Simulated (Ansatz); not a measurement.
# GaC+ (triplet): one geometry, many settings

What do other methods and options give for GaC+ (triplet) at this geometry, and how long do they take?

Program: Ansatz 0.2.0, Gaussian basis. Level of theory: the settings change from run to run. These are calculated values, not measurements.

6 further runs of the same task are left out: 2 that didn't finish, 4 set aside as unsound or not needed.

## 1. The system

The geometry is a PBE0/def2-TZVP stationary point (not a proven minimum) of the parent state, kept for this charge and spin. No spin-orbit coupling is included. The filled d shell of Ga may be among the frozen orbitals whatever the setting's name suggests; the logs give the count.

2 atoms, charge 1, spin multiplicity 3.

Atoms are counted from 1 here; the program's logs count them from 0.

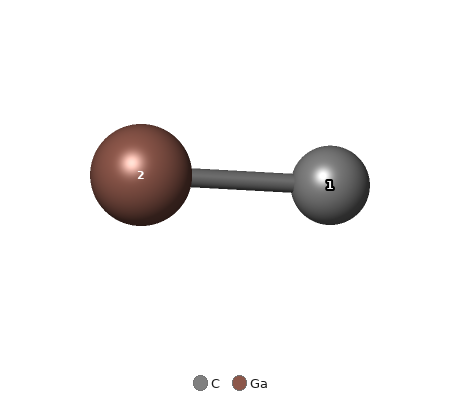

The geometry (carbon grey, gallium brown); atoms are numbered from 1 in the order of the file.

## 2. MP2 on ROHF/STO-3G

in.yaml

```yaml
crystal:
  periodic: [false, false, false]
  atoms:
    - {symbol: C, position_ang: [0.000000, 0.000000, 0.000000]}
    - {symbol: Ga, position_ang: [0.000000, 0.000000, 2.032800]}
basis:
  gaussian: {orbitals: STO-3G}
total_charge: 1
magnetization: {spin_polarized: false, initial_magnetization: 2}
correlation: {method: mp2, electrons: outside_noble_gas}
scf: {lower_state_search: off}
```

Run with:

```console
$ ansatz run in.yaml --threads 1 --pin off --events-out ev --progress --plain --max-ram 2393MiB
```

What it wrote:

```text
Functional definition: HF
  name "HF"
  cite "Fock, Z. Phys. 61, 126 (1930) doi:10.1007/BF01340294"
  parent pbe
  exchange = exact_x
  correlation = 0
these checks for a lower state are left out or cut short: stability, starts, cluster_reference, orbital_swaps, neighbouring_geometries, increment
234 factors; integrals over basis functions are off by at most 5.1e-5 eV
mean field evaluation 1: about -52722.4108 eV, gradient 4.4e1 eV
mean field evaluation 2: about -52722.4223 eV, gradient 4.4e1 eV
mean field evaluation 4: about -52729.3190 eV, gradient 1.5e1 eV
mean field evaluation 8: about -52730.9828 eV, gradient 5.8e-1 eV
mean field evaluation 16: about -52730.9908 eV, gradient 1.1e-2 eV
mean field evaluation 32: about -52731.5925 eV, gradient 6.3e-2 eV
mean field -52731.59246875 eV, -1937.8502804693 hartree, gradient 1.4e-6 eV, S^2 2.000000; 0 other end points of the search recorded, 0 dependent functions left out
15 core orbitals not correlated, not the lowest: weight in the atoms' cores, before any rotation towards them, 0.863 or more for the frozen orbitals, at most 0.136 for the correlated occupied ones
reference -52731.59246875 eV, -1937.8502804693 hartree; 4, 2 occupied and 4, 6 virtual orbitals, 234 factors
second order -0.93510820 eV of doubles, -0.03560211 eV of singles
Total energy: -52732.56317906 eV, -1937.8859534153 hartree
Checks for a lower state left out: stability, starts, cluster_reference, orbital_swaps, neighbouring_geometries, increment
```

Run time: 0.18 s. Hardware: 1 thread of Arm Neoverse V2, shared host.

## 3. HF/cc-pVDZ

in.yaml

```yaml
crystal:
  periodic: [false, false, false]
  atoms:
    - {symbol: C, position_ang: [0.000000, 0.000000, 0.000000]}
    - {symbol: Ga, position_ang: [0.000000, 0.000000, 2.032800]}
basis:
  gaussian: {orbitals: cc-pVDZ}
total_charge: 1
magnetization: {spin_polarized: true, initial_magnetization: 2}
hamiltonian: {xc: hf}
scf: {lower_state_search: full}
output: {forces: true, orbitals: {seedname: orbitals}}
```

The command is unchanged.

What it wrote, shortened:

```text
Functional definition: HF
  name "HF"
  cite "Fock, Z. Phys. 61, 126 (1930) doi:10.1007/BF01340294"
  parent pbe
[...]
457 factors; integrals over basis functions are off by at most 5.0e-4 eV
[...]
mean field -53352.40211369 eV, -1960.6646141212 hartree, gradient 2.7e-5 eV, S^2 2.589962; 13 other end points of the search recorded, 0 dependent functions left out
[...]
reference -53352.40211369 eV, -1960.6646141212 hartree; 19, 17 occupied and 22, 24 virtual orbitals, 457 factors
Total energy: -53352.40211369 eV, -1960.6646141212 hartree
Atom 0 at     0.000000     0.000000     0.000000 Å, force     0.000000    -0.000000     0.022536 eV/Å
Atom 1 at     0.000000     0.000000     2.032800 Å, force    -0.000000     0.000000    -0.022536 eV/Å
Dipole moment:     0.000000    -0.000000     0.257280 e Å
```

It took 1.8 s on 1 thread of Arm Neoverse V2, shared host.

From the report: ⟨S²⟩ of the determinant 2.590 (pure triplet: 2.00). The determinant is far from a pure spin state, so its energy mixes those of several spin states (harmless only where they are near-degenerate, as at dissociation).

## 4. CCSD(T)/def2-SVP

in.yaml

```yaml
crystal:
  periodic: [false, false, false]
  atoms:
    - {symbol: C, position_ang: [0.000000, 0.000000, 0.000000]}
    - {symbol: Ga, position_ang: [0.000000, 0.000000, 2.032800]}
basis:
  gaussian: {orbitals: def2-SVP}
total_charge: 1
magnetization: {spin_polarized: false, initial_magnetization: 2}
hamiltonian: {xc: {name: PBE}}
correlation: {method: ccsd_t, electrons: outside_noble_gas, diis_vectors: 2}
```

Same command.

What it wrote, shortened:

```text
Functional definition: PBE
  name "PBE"
  cite "Perdew, Burke & Ernzerhof, Phys. Rev. Lett. 77, 3865 (1996) doi:10.1103/PhysRevLett.77.3865"
  parent pbe
[...]
463 factors; integrals over basis functions are off by at most 9.9e-4 eV
[...]
mean field -53383.90637930 eV, -1961.8223745280 hartree, gradient 1.8e-6 eV, S^2 2.000000; 5 other end points of the search recorded, 0 dependent functions left out
unrestricted determinant -53345.47711520 eV, -1960.4101251207 hartree, S^2 2.6494
15 core orbitals not correlated: weight in the atoms' cores, before any rotation towards them, 0.996 or more for the frozen orbitals, at most 0.003 for the correlated occupied ones
reference -53343.82689235 eV, -1960.3494805493 hartree; 4, 2 occupied and 27, 29 virtual orbitals, 463 factors
second order -3.29926117 eV of doubles, -0.39073251 eV of singles
cycle   1  -3.87142768 eV  change   -1.7e-1 eV  update   9.5e-2
[...]
cycle  21  -4.24434562 eV  change   -1.1e-6 eV  update   5.4e-6
perturbative correction -0.20824922 eV, -0.0076530178 hartree
Total energy: -53348.27948720 eV, -1960.5131103919 hartree
```

Run time: 4 s. Hardware: 1 thread of Arm Neoverse V2, shared host.

From the report: correlation -4.4526 eV; T1 0.060; largest double amplitude 0.19. The orbitals are Kohn-Sham ones, so correlation energy and T1 don't compare with those on Hartree-Fock orbitals.

## 5. BCCD on UHF/def2-SVP

in.yaml

```yaml
crystal:
  periodic: [false, false, false]
  atoms:
    - {symbol: C, position_ang: [0.000000, 0.000000, 0.000000]}
    - {symbol: Ga, position_ang: [0.000000, 0.000000, 2.032800]}
basis:
  gaussian: {orbitals: def2-SVP}
total_charge: 1
magnetization: {spin_polarized: true, initial_magnetization: 2}
correlation: {method: bccd, electrons: outside_noble_gas}
output: {forces: true}
```

The command is unchanged.

What it wrote, shortened:

```text
Functional definition: HF
  name "HF"
  cite "Fock, Z. Phys. 61, 126 (1930) doi:10.1007/BF01340294"
  parent pbe
[...]
463 factors; integrals over basis functions are off by at most 9.9e-4 eV
[...]
mean field -53345.47711521 eV, -1960.4101251207 hartree, gradient 1.2e-6 eV, S^2 2.649360; 18 other end points of the search recorded, 0 dependent functions left out
determinant -53345.47711521 eV, -1960.4101251207 hartree, with singles and doubles -53348.37990095 eV, -1960.5168005291 hartree
determinant -53344.88139468 eV, -1960.3882327953 hartree, with singles and doubles -53348.13259307 eV, -1960.5077121323 hartree
determinant -53344.85974889 eV, -1960.3874373270 hartree, with singles and doubles -53348.23972025 eV, -1960.5116489837 hartree
determinant -53344.85008770 eV, -1960.3870822848 hartree, with singles and doubles -53348.07992878 eV, -1960.5057767555 hartree
[...]
determinant -53344.85008770 eV, -1960.3870822848 hartree, with singles and doubles -53348.08023362 eV, -1960.5057879582 hartree
15 core orbitals not correlated: weight in the atoms' cores, before any rotation towards them, 0.997 or more for the frozen orbitals, at most 0.003 for the correlated occupied ones
reference -53345.47711521 eV, -1960.4101251207 hartree; 4, 2 occupied and 27, 29 virtual orbitals, 463 factors
second order -2.11294168 eV of doubles, -0.00000000 eV of singles
cycle   1  -3.01976737 eV  change   -3.5e-2 eV  update   4.1e-2
[...]
cycle  19  -2.98658737 eV  change   -4.5e-7 eV  update   6.6e-7
WARN: the results are in doubt because among natural orbitals full CI differs from the method by -0.132 eV
[...]
Total energy: -53348.46370257 eV, -1960.5198801821 hartree
Atom 0 at     0.000000     0.000000     0.000000 Å, force    -0.000001     0.000000    -0.391628 eV/Å
Atom 1 at     0.000000     0.000000     2.032800 Å, force     0.000001    -0.000000     0.391628 eV/Å
Dipole moment:    -0.000001     0.000000     0.246966 e Å
In doubt: among natural orbitals full CI differs from the method by -0.132 eV
```

Wall time 13 s (1 thread of Arm Neoverse V2, shared host).

From the report: ⟨S²⟩ of the determinant 2.649 (pure triplet: 2.00); correlation -2.9866 eV; largest double amplitude 0.17. The determinant is far from a pure spin state, so its energy mixes those of several spin states (harmless only where they are near-degenerate, as at dissociation). Mind the lines of doubt at the end of the log.

## 6. MRCISD+Q(2,8)/6-31G

in.yaml

```yaml
crystal:
  periodic: [false, false, false]
  atoms:
    - {symbol: C, position_ang: [0.000000, 0.000000, 0.000000]}
    - {symbol: Ga, position_ang: [0.000000, 0.000000, 2.032800]}
basis:
  gaussian: {orbitals: 6-31G}
total_charge: 1
magnetization: {spin_polarized: false, initial_magnetization: 2}
correlation: {method: fic_mrcisd_q, electrons: outside_noble_gas, active_space: {window: {electrons: 2, orbitals: 8}}}
```

The command is unchanged.

What it wrote, shortened:

```text
Functional definition: HF
  name "HF"
  cite "Fock, Z. Phys. 61, 126 (1930) doi:10.1007/BF01340294"
  parent pbe
[...]
379 factors; integrals over basis functions are off by at most 2.8e-4 eV
[...]
mean field -53343.67216943 eV, -1960.3437945870 hartree, gradient 2.0e-6 eV, S^2 2.000000; 13 other end points of the search recorded, 0 dependent functions left out
reference -53343.67134822 eV, -1960.3437644080 hartree; 19, 17 occupied and 19, 21 virtual orbitals, 379 factors
state -53343.79385085 eV, -1960.3482662965 hartree
contracted CI cycle   1: correlation 0.00000000 eV, 0.0000000000 hartree, residual 8.54e0 eV
contracted CI cycle   2: correlation -1.99103011 eV, -0.0731690070 hartree, residual 3.42e0 eV
contracted CI cycle   3: correlation -2.31650655 eV, -0.0851300454 hartree, residual 1.54e0 eV
contracted CI cycle   4: correlation -2.38251287 eV, -0.0875557330 hartree, residual 7.27e-1 eV
contracted CI cycle   5: correlation -2.39939682 eV, -0.0881762066 hartree, residual 3.85e-1 eV
[...]
contracted CI cycle   8: correlation -2.40423810 eV, -0.0883541206 hartree, residual 3.34e-2 eV
contracted CI cycle   9: correlation -2.40426355 eV, -0.0883550559 hartree, residual 1.50e-2 eV
contracted CI cycle  10: correlation -2.40426845 eV, -0.0883552360 hartree, residual 7.84e-3 eV
contracted CI cycle  11: correlation -2.40426986 eV, -0.0883552875 hartree, residual 4.24e-3 eV
contracted CI cycle  12: correlation -2.40427031 eV, -0.0883553043 hartree, residual 2.58e-3 eV
contracted CI cycle  13: correlation -2.40427046 eV, -0.0883553097 hartree, residual 1.36e-3 eV
contracted CI cycle  14: correlation -2.40427050 eV, -0.0883553113 hartree, residual 8.42e-4 eV
state -53343.79385085 eV, -1960.3482662965 hartree; corrected -53346.54876596 eV, -1960.4495075595 hartree
the orbitals are reached from a further start. From the first start the search ends at -53343.79382397 eV, -1960.3482653088 hartree
WARN: part of the search for orbitals was left unfinished (see `second_try_failure`), so a lower minimum may have been missed
WARN: 4 active orbitals are nearly empty or full. The corrections depend on them more than the energy does, and are more stable in an active space without them
Total energy: -53346.54876596 eV, -1960.4495075595 hartree
```

Run time: 44 s. Hardware: 1 thread of Arm Neoverse V2, shared host; peak memory 0.26 GiB.

From the report: 64 determinants; active occupations 1.00, 1.00, 0.00, 0.00, 0.00, 0.00, 0.00, 0.00. The report marks this result as in doubt.

## 7. All runs side by side

Where basis and cores are those of an earlier FCI/cc-pVDZ run (-53355.7747 eV), and the state is the same kind, the miss against it is given. † marks a result that the program doubts.

| level | correlated | functions | energy (eV) | from FCI (meV) | time |
| --- | --- | --- | --- | --- | --- |
| MP2 on ROHF/STO-3G | outside noble gas | 23 | -52732.5632 |  | 0.18 s |
| HF/cc-pVDZ |  | 41 | -53352.4021 | 3372.6 | 1.8 s |
| CCSD(T)/def2-SVP (on PBE orbitals) | outside noble gas | 46 | -53348.2795 |  | 4 s |
| BCCD on UHF/def2-SVP † | outside noble gas | 46 | -53348.4637 |  | 13 s |
| MRCISD+Q(2,8)/6-31G † | outside noble gas | 38 | -53346.5488 |  | 44 s |

## 8. What came out

```
quantity                        value
    runs                            5
quickest   MP2 on ROHF/STO-3G, 0.18 s
 slowest  MRCISD+Q(2,8)/6-31G †, 44 s
```

In words: Total energies in different bases, with other cores or another treatment of relativity can't be set against each other. MRCISD+Q(2,8)/6-31G † took 245 times as long as MP2 on ROHF/STO-3G; the jobs differ in more than the method. Hartree-Fock, CASSCF and CASCI lack dynamic correlation by design.
